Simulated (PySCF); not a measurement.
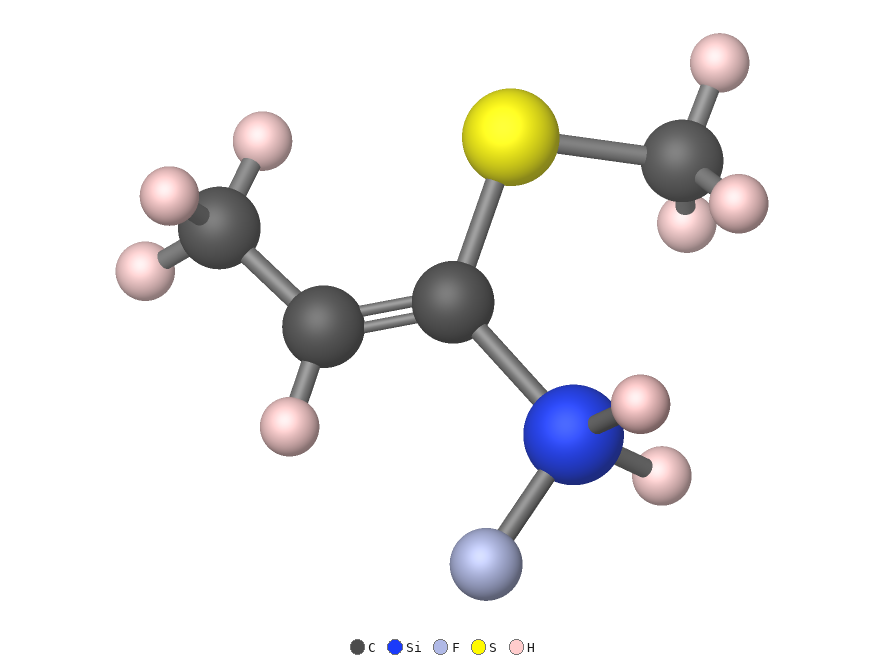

Computed geometry: GFN2-xTB optimisation. No frequency run is at hand to confirm it as a minimum.

Draw it as a skeletal formula.

SMILES: C/C=C(/[SiH2]F)SC

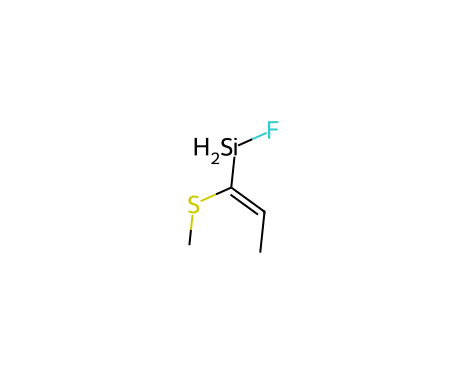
